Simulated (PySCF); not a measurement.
# Ir⁴⁹⁺, Ir⁵⁰⁺: ionisation energy in even-tempered 17s13p7d4f3g

Aim: the ionisation energy of iridium from differences of total energies, at each level of theory, and how far each lands from the tabulated value where there is one.

Program: PySCF 2.14.0. Level of theory: unrestricted determinants in a Gaussian basis, no spin-orbit coupling in the energies. These are calculated values, not measurements, unless marked.

### Step 1. The atom as given

| Item | Value |
| --- | --- |
| Element | iridium (Z = 77) |
| Basis | an uncontracted even-tempered set (17 s from 11 bohr⁻², ratio 2.5; 13 p from 15 bohr⁻², ratio 2.5; 7 d from 15 bohr⁻², ratio 2.5; 4 f from 62 bohr⁻², ratio 2.7; 3 g from 94 bohr⁻², ratio 2.7) |
| Hamiltonian | the spin-free X2C one-electron Hamiltonian (Gaussian nucleus) |
| State 1 | Ir⁴⁹⁺: [Ar] 3d10, closed-shell 1S |
| State 2 | Ir⁵⁰⁺: [Ar] 3d9, 2D determinant |
| Methods | UHF, LDA, PBE, PBE0, r2SCAN, TPSSh, M06, MP2 |
| Core shells frozen in the correlated runs | outer shells: [Ne] (for Ir⁴⁹⁺) |

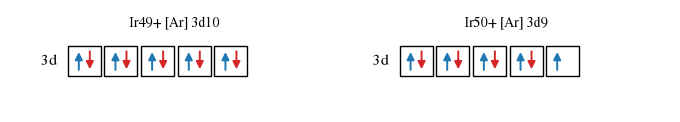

Outer shells as boxes.

The runs were made by one driver on top of PySCF. The scripts below sum up each run's settings (the driver also hands on starting orbitals that pick excited configurations, and frozen orbitals as a list rather than a count), and the logs come from the driver's own runs. The driver starts from symmetry-adapted Hartree-Fock orbitals, holds the occupation by maximum overlap and uses a logarithmic radial grid for functionals, so a plain start would take other cycles.

The integrals over 146 functions and the set-up took 0.96 s of CPU time.

### Step 2. Ir⁴⁹⁺

**UHF**

Input file input.py:

```python
from pyscf import gto, scf, dft, mp, cc
mol = gto.M(atom="Ir 0 0 0", charge=49, spin=0, symmetry="D2h",
            basis=gto.etbs([(0, 17, 11, 2.5), (1, 13, 15, 2.5), (2, 7, 15, 2.5), (3, 4, 62, 2.7), (4, 3, 94, 2.7)]),
            nucmod="G")
mf = scf.UHF(mol).sfx2c1e()
mf.irrep_nelec = {'Ag': (5, 5), 'B1g': (1, 1), 'B2g': (1, 1), 'B3g': (1, 1), 'B1u': (2, 2), 'B2u': (2, 2), 'B3u': (2, 2)}
mf.kernel()
```

Log:

```text
damping factor = 0
level_shift factor = 0
DIIS = <class 'pyscf.scf.diis.CDIIS'>
diis_start_cycle = 1
diis_space = 10
diis_damp = 0
SCF conv_tol = 1e-09
SCF conv_tol_grad = None
number electrons alpha = 14  beta = 14
cycle= 1 E= -16062.5311841876  delta_E= -9.09e-12  |g|= 1.78e-06  |ddm|= 6.56e-07
converged SCF energy = -16062.5311841876  <S^2> = -3.0198066e-14  2S+1 = 1
```

It used 13 s of CPU time after the integrals (shared host).

Orbital energies by shell (radii are means over both spins):

| shell | electrons | mean orbital energy (eV) | spread (eV) | rms radius (bohr) |
| --- | --- | --- | --- | --- |
| 1s | 2 | -79170.2 | 0 | 0.0197 |
| 2s | 2 | -16115.0 | 0 | 0.0793 |
| 2p | 6 | -14388.0 | 0 | 0.0725 |
| 3s | 2 | -5669.3 | 0 | 0.199 |
| 3p | 6 | -5150.0 | 0 | 0.200 |
| 3d | 10 | -4579.3 | 0 | 0.181 |

⟨S²⟩ = 0.000, ⟨L²⟩ = 0.00.

Spin-orbit constants on these orbitals (cm⁻¹; bare nucleus, screened nucleus, mean field): 3p 1899000, 1850000, 1832000; 3d 298800, 260000, 255000.

The p, d and f levels are scalar averages; spin-orbit coupling splits them strongly at this Z.

**LDA**

input.py, as changed from the run before:

```diff
@@ -4,3 +4,3 @@
             nucmod="G")
-mf = scf.UHF(mol).sfx2c1e()
+mf = dft.UKS(mol, xc="LDA,VWN").sfx2c1e()
 mf.irrep_nelec = {'Ag': (5, 5), 'B1g': (1, 1), 'B2g': (1, 1), 'B3g': (1, 1), 'B1u': (2, 2), 'B2u': (2, 2), 'B3u': (2, 2)}
```

Log:

```text
damping factor = 0
level_shift factor = 0
DIIS = <class 'pyscf.scf.diis.CDIIS'>
diis_start_cycle = 1
diis_space = 10
diis_damp = 0
SCF conv_tol = 1e-09
SCF conv_tol_grad = None
number electrons alpha = 14  beta = 14
XC functionals = LDA,VWN
    P. A. M. Dirac.,  Math. Proc. Cambridge Philos. Soc. 26, 376 (1930)
    F. Bloch.,  Z. Phys. 57, 545 (1929)
    S. H. Vosko, L. Wilk, and M. Nusair.,  Can. J. Phys. 58, 1200 (1980)
cycle= 1 E= -16052.4720768942  delta_E= -0.027  |g|= 0.0889  |ddm|= 0.0433
cycle= 2 E= -16052.4720953938  delta_E= -1.85e-05  |g|= 0.0116  |ddm|= 0.00102
cycle= 3 E= -16052.4720960588  delta_E= -6.65e-07  |g|= 0.000883  |ddm|= 0.000165
cycle= 4 E= -16052.4720960631  delta_E= -4.32e-09  |g|= 5.43e-06  |ddm|= 1.23e-05
cycle= 5 E= -16052.4720960631  delta_E= -2.36e-11  |g|= 5e-08  |ddm|= 8.67e-08
converged SCF energy = -16052.4720960631  <S^2> = -2.1316282e-14  2S+1 = 1
```

CPU time 2.4 s on a shared host, the integrals not counted.

**PBE**

input.py, as changed from the run before:

```diff
@@ -4,3 +4,3 @@
             nucmod="G")
-mf = dft.UKS(mol, xc="LDA,VWN").sfx2c1e()
+mf = dft.UKS(mol, xc="PBE").sfx2c1e()
 mf.irrep_nelec = {'Ag': (5, 5), 'B1g': (1, 1), 'B2g': (1, 1), 'B3g': (1, 1), 'B1u': (2, 2), 'B2u': (2, 2), 'B3u': (2, 2)}
```

Log:

```text
damping factor = 0
level_shift factor = 0
DIIS = <class 'pyscf.scf.diis.CDIIS'>
diis_start_cycle = 1
diis_space = 10
diis_damp = 0
SCF conv_tol = 1e-09
SCF conv_tol_grad = None
number electrons alpha = 14  beta = 14
XC functionals = PBE
    J. P. Perdew, K. Burke, and M. Ernzerhof.,  Phys. Rev. Lett. 77, 3865 (1996)
    J. P. Perdew, K. Burke, and M. Ernzerhof.,  Phys. Rev. Lett. 78, 1396 (1997)
    J. P. Perdew, K. Burke, and M. Ernzerhof.,  Phys. Rev. Lett. 77, 3865 (1996)
    J. P. Perdew, K. Burke, and M. Ernzerhof.,  Phys. Rev. Lett. 78, 1396 (1997)
cycle= 1 E= -16064.1643684314  delta_E= -0.0196  |g|= 0.0237  |ddm|= 0.034
cycle= 2 E= -16064.1643711993  delta_E= -2.77e-06  |g|= 0.00335  |ddm|= 0.000484
cycle= 3 E= -16064.1643712709  delta_E= -7.16e-08  |g|= 0.000388  |ddm|= 5.6e-05
cycle= 4 E= -16064.1643712717  delta_E= -7.28e-10  |g|= 3.46e-06  |ddm|= 4.95e-06
converged SCF energy = -16064.1643712717  <S^2> = -2.1316282e-14  2S+1 = 1
```

It used 2.6 s of CPU time after the integrals (shared host).

**PBE0**

input.py, as changed from the run before:

```diff
@@ -4,3 +4,3 @@
             nucmod="G")
-mf = dft.UKS(mol, xc="PBE").sfx2c1e()
+mf = dft.UKS(mol, xc="PBE0").sfx2c1e()
 mf.irrep_nelec = {'Ag': (5, 5), 'B1g': (1, 1), 'B2g': (1, 1), 'B3g': (1, 1), 'B1u': (2, 2), 'B2u': (2, 2), 'B3u': (2, 2)}
```

Log:

```text
damping factor = 0
level_shift factor = 0
DIIS = <class 'pyscf.scf.diis.CDIIS'>
diis_start_cycle = 1
diis_space = 10
diis_damp = 0
SCF conv_tol = 1e-09
SCF conv_tol_grad = None
number electrons alpha = 14  beta = 14
XC functionals = PBE0
    C. Adamo and V. Barone.,  J. Chem. Phys. 110, 6158 (1999)
    M. Ernzerhof and G. E. Scuseria.,  J. Chem. Phys. 110, 5029 (1999)
cycle= 1 E= -16064.1628319992  delta_E= -0.0108  |g|= 0.0186  |ddm|= 0.0246
cycle= 2 E= -16064.1628330327  delta_E= -1.03e-06  |g|= 0.0018  |ddm|= 0.000153
cycle= 3 E= -16064.1628330526  delta_E= -1.99e-08  |g|= 0.000259  |ddm|= 3.15e-05
cycle= 4 E= -16064.1628330529  delta_E= -3.49e-10  |g|= 2.1e-06  |ddm|= 3.36e-06
converged SCF energy = -16064.1628330529  <S^2> = -2.8421709e-14  2S+1 = 1
```

It used 5.3 s of CPU time after the integrals (shared host).

**r2SCAN**

input.py, as changed from the run before:

```diff
@@ -4,3 +4,3 @@
             nucmod="G")
-mf = dft.UKS(mol, xc="PBE0").sfx2c1e()
+mf = dft.UKS(mol, xc="R2SCAN").sfx2c1e()
 mf.irrep_nelec = {'Ag': (5, 5), 'B1g': (1, 1), 'B2g': (1, 1), 'B3g': (1, 1), 'B1u': (2, 2), 'B2u': (2, 2), 'B3u': (2, 2)}
```

Log:

```text
damping factor = 0
level_shift factor = 0
DIIS = <class 'pyscf.scf.diis.CDIIS'>
diis_start_cycle = 1
diis_space = 10
diis_damp = 0
SCF conv_tol = 1e-09
SCF conv_tol_grad = None
number electrons alpha = 14  beta = 14
XC functionals = R2SCAN
    J. W. Furness, A. D. Kaplan, J. Ning, J. P. Perdew, and J. Sun.,  J. Phys. Chem. Lett. 11, 8208-8215 (2020)
    J. W. Furness, A. D. Kaplan, J. Ning, J. P. Perdew, and J. Sun.,  J. Phys. Chem. Lett. 11, 9248-9248 (2020)
    J. W. Furness, A. D. Kaplan, J. Ning, J. P. Perdew, and J. Sun.,  J. Phys. Chem. Lett. 11, 8208-8215 (2020)
    J. W. Furness, A. D. Kaplan, J. Ning, J. P. Perdew, and J. Sun.,  J. Phys. Chem. Lett. 11, 9248-9248 (2020)
cycle= 1 E= -16064.7526732541  delta_E= -0.00923  |g|= 0.0225  |ddm|= 0.0181
cycle= 2 E= -16064.7526742584  delta_E= -1e-06  |g|= 0.0019  |ddm|= 0.00016
cycle= 3 E= -16064.7526742804  delta_E= -2.21e-08  |g|= 0.00029  |ddm|= 3.27e-05
cycle= 4 E= -16064.7526742808  delta_E= -4.11e-10  |g|= 2.1e-06  |ddm|= 3.86e-06
converged SCF energy = -16064.7526742808  <S^2> = -2.4868996e-14  2S+1 = 1
```

CPU time 7 s on a shared host, the integrals not counted.

**TPSSh**

input.py, as changed from the run before:

```diff
@@ -4,3 +4,3 @@
             nucmod="G")
-mf = dft.UKS(mol, xc="R2SCAN").sfx2c1e()
+mf = dft.UKS(mol, xc="TPSSH").sfx2c1e()
 mf.irrep_nelec = {'Ag': (5, 5), 'B1g': (1, 1), 'B2g': (1, 1), 'B3g': (1, 1), 'B1u': (2, 2), 'B2u': (2, 2), 'B3u': (2, 2)}
```

Log:

```text
damping factor = 0
level_shift factor = 0
DIIS = <class 'pyscf.scf.diis.CDIIS'>
diis_start_cycle = 1
diis_space = 10
diis_damp = 0
SCF conv_tol = 1e-09
SCF conv_tol_grad = None
number electrons alpha = 14  beta = 14
XC functionals = TPSSH
    V. N. Staroverov, G. E. Scuseria, J. Tao, and J. P. Perdew.,  J. Chem. Phys. 119, 12129 (2003)
cycle= 1 E= -16064.2267857022  delta_E= -0.00896  |g|= 0.0352  |ddm|= 0.0247
cycle= 2 E= -16064.2267923517  delta_E= -6.65e-06  |g|= 0.00599  |ddm|= 0.00054
cycle= 3 E= -16064.2267925654  delta_E= -2.14e-07  |g|= 0.00032  |ddm|= 9e-05
cycle= 4 E= -16064.2267925657  delta_E= -3.62e-10  |g|= 2.79e-06  |ddm|= 3.5e-06
converged SCF energy = -16064.2267925657  <S^2> = -2.6645353e-14  2S+1 = 1
```

It used 9.8 s of CPU time after the integrals (shared host).

**M06**

input.py, as changed from the run before:

```diff
@@ -4,3 +4,3 @@
             nucmod="G")
-mf = dft.UKS(mol, xc="TPSSH").sfx2c1e()
+mf = dft.UKS(mol, xc="M06").sfx2c1e()
 mf.irrep_nelec = {'Ag': (5, 5), 'B1g': (1, 1), 'B2g': (1, 1), 'B3g': (1, 1), 'B1u': (2, 2), 'B2u': (2, 2), 'B3u': (2, 2)}
```

Log:

```text
damping factor = 0
level_shift factor = 0
DIIS = <class 'pyscf.scf.diis.CDIIS'>
diis_start_cycle = 1
diis_space = 10
diis_damp = 0
SCF conv_tol = 1e-09
SCF conv_tol_grad = None
number electrons alpha = 14  beta = 14
XC functionals = M06
    Y. Zhao and D. G. Truhlar.,  Theor. Chem. Acc. 120, 215 (2008)
    Y. Zhao and D. G. Truhlar.,  Theor. Chem. Acc. 120, 215 (2008)
cycle= 1 E= -16065.0980232793  delta_E= -0.00549  |g|= 0.127  |ddm|= 0.00956
cycle= 2 E= -16065.0980250977  delta_E= -1.82e-06  |g|= 0.0035  |ddm|= 0.00025
cycle= 3 E= -16065.0980251485  delta_E= -5.09e-08  |g|= 0.000533  |ddm|= 4.97e-05
cycle= 4 E= -16065.0980251499  delta_E= -1.43e-09  |g|= 1.31e-05  |ddm|= 7.21e-06
cycle= 5 E= -16065.09802515  delta_E= -5.46e-12  |g|= 2.13e-08  |ddm|= 1.69e-07
converged SCF energy = -16065.09802515  <S^2> = -2.4868996e-14  2S+1 = 1
```

CPU time 12 s on a shared host, the integrals not counted.

**MP2 (outer shells)**

input.py, as changed from the run before:

```diff
@@ -4,4 +4,5 @@
             nucmod="G")
-mf = dft.UKS(mol, xc="M06").sfx2c1e()
+mf = scf.UHF(mol).sfx2c1e()
 mf.irrep_nelec = {'Ag': (5, 5), 'B1g': (1, 1), 'B2g': (1, 1), 'B3g': (1, 1), 'B1u': (2, 2), 'B2u': (2, 2), 'B3u': (2, 2)}
 mf.kernel()
+mp.UMP2(mf, frozen=5).kernel()
```

No log was kept for this step.

It used 4.3 s of CPU time after the integrals (shared host).

With 18 electrons correlated, the MP2 correlation energy is -0.78547 hartree (-0.26584 same spin, -0.51964 opposite spin); the SCS form gives -0.71218. Largest pairs of shells: 3d-3d -0.4070, 3p-3d -0.2224, 3p-3p -0.0641, 3s-3d -0.0558, 3s-3p -0.0311.

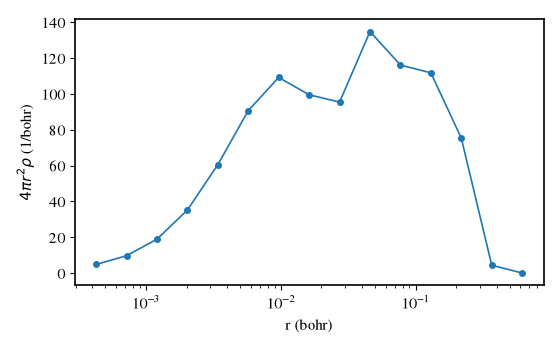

Radial density 4πr²ρ of Ir⁴⁹⁺ at UHF, without picture-change correction, at 15 stored radii joined by straight lines.

[end of part 1 of 2]
